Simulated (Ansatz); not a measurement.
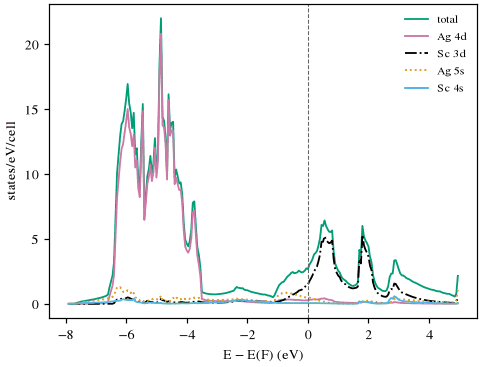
Figure. Total and projected density of states of ScAg₃ (Cu3Au type, Pm-3m), the program Ansatz at the r²SCAN level (PAW)

Question: Which orbitals carry the states next to the Fermi level?

Answer: Within 0.5 eV of the Fermi level: Sc 3d 60 %, Ag 5s 14 %, Ag 4d 9 %, outside the projected shells 15 %. Projections are on Löwdin-orthogonalised atomic valence shells; empty p or d shells of many metals are not among them.

Question: Where is the tallest occupied peak in this window, and what makes it?

Answer: Near -4.8 eV, about 22 states/eV per cell; the largest projected share is Ag 4d.

The start of the workflow was typed in or built on a structure type; neither database checked (COD, Materials Project) lists it. Its standing as an ambient phase is unchecked. The r²SCAN relaxation kept the symmetry of its start; its stability against distortions is not shown here. No spin polarisation was allowed. Spin–orbit coupling is left out wherever it is not named.

Potentials: the earlier of the program's two PAW sets.
